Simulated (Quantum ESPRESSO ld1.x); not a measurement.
# Run report: C, atomic calculation

C, configuration typed as [He] 2s2 2p2 3d-1. Computed at this level: radial all-electron Kohn-Sham run of Quantum ESPRESSO ld1.x with rel=2, dft='PZ' as typed.

## Log
```
     Program LD1 v.7.5 starts

     --------------------------- All-electron run ----------------------------

     dirac relativistic calculation

     atomic number is  6.00
     dft =PZ   lsd =0 sic =0 latt =0  beta=0.20 tr2=1.0E-14
     Exchange-correlation= PZ
                           (   1   1   0   0   0   0   0)
     mesh =1801 r(mesh) = 100.30751 a.u. xmin = -8.00 dx = 0.00800
     1 Ry =  13.60569312 eV, c = 137.03599908

     n l j   nl                  e(Ry)          e(Ha)          e(eV)
     Spin orbit split results
     1 0 0.5 1S 1( 2.00)       -19.9033        -9.9516      -270.7975
     2 0 0.5 2S 1( 2.00)        -1.0025        -0.5013       -13.6398
     2 1 0.5 2P 1( 2.00)        -0.3985        -0.1993        -5.4222
     2 1 1.5 2P 1( 0.00)        -0.3979        -0.1989        -5.4133
     Averaged results
     1 0     1S 1( 2.00)       -19.9033        -9.9516      -270.7975
     2 0     2S 1( 2.00)        -1.0025        -0.5013       -13.6398
     2 1     2P 1( 2.00)        -0.3981        -0.1990        -5.4163

     final scf error:  9.6E-15 reached in  27 iterations

     Etot =     -74.881840 Ry,     -37.440920 Ha,   -1018.819334 eV

     Ekin =      74.475453 Ry,      37.237726 Ha,    1013.290154 eV
     Encl =    -175.166806 Ry,     -87.583403 Ha,   -2383.265807 eV
     Eh   =      35.268655 Ry,      17.634327 Ha,     479.854492 eV
     Exc  =      -9.459141 Ry,      -4.729571 Ha,    -128.698172 eV

     normalization and overlap integrals

     s(1S/1S) =  1.000000  <r> =   0.2727  <r2> =    0.1008  r(max) =   0.1749
     s(1S/2S) =  0.000000
     s(2S/2S) =  1.000000  <r> =   1.5830  <r2> =    3.0402  r(max) =   1.2120
     s(2P/2P) =  1.000000  <r> =   1.7938  <r2> =    4.2245  r(max) =   1.1927
     s(2P/2P) =  1.000000  <r> =   1.7952  <r2> =    4.2311  r(max) =   1.1927

     ------------------------ End of All-electron run ------------------------
```

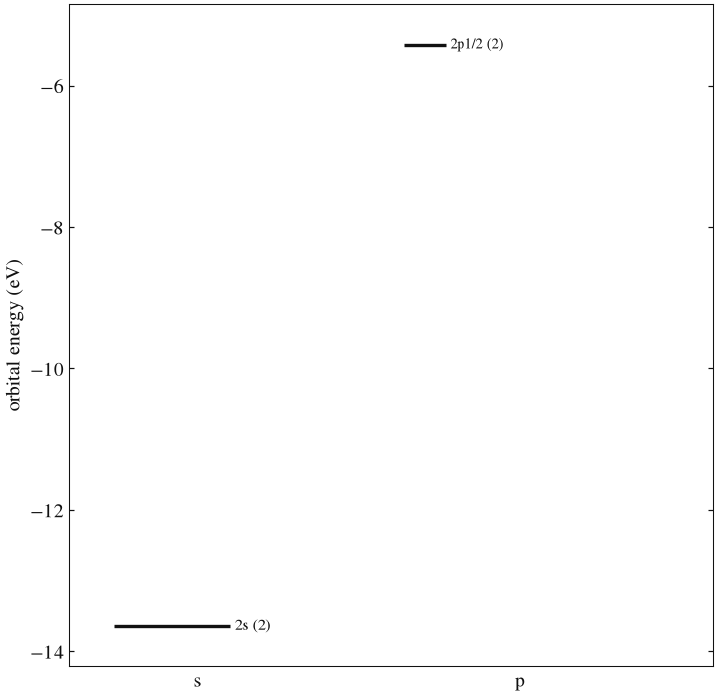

*The outer levels are drawn by angular momentum (occupations in brackets, the lower j at the left of each column). They are the filled levels of this odd run.*

The highest occupied level is 2p1/2 at −5.42 eV. From the top down the occupied levels run 2p1/2 (−5.42 eV), 2s (−13.6 eV).

## Input file
```
 &input
    zed=6.0,
    iswitch=1,
    rel=2,
    dft='PZ',
    config='[He] 2s2 2p2 3d-1',
    lsmall=.true.,
    prefix='ld1',
    max_out_wfc=37,
    file_charge='ld1.rho',
 /
```

Launched with:
```bash
OMP_NUM_THREADS=1 ld1.x < ld1.in > ld1.out
```

## Outcome

- outcome: converged
- total energy: −37.440920 hartree
- kinetic energy: 37.237727 hartree
- electron–nucleus energy: −87.583403 hartree
- Hartree energy: 17.634328 hartree
- exchange–correlation energy: −4.729571 hartree
- SCF iterations: 27
- hardware: 1 CPU thread, shared host
- wall time: 0.75 s

## What is odd here

The input is odd on purpose: negative occupation. The program ran to the end, and its total energy equals that of the same run with the usual input (−37.44092 hartree) within 10⁻⁵ hartree, so the oddity leaves no trace in it.
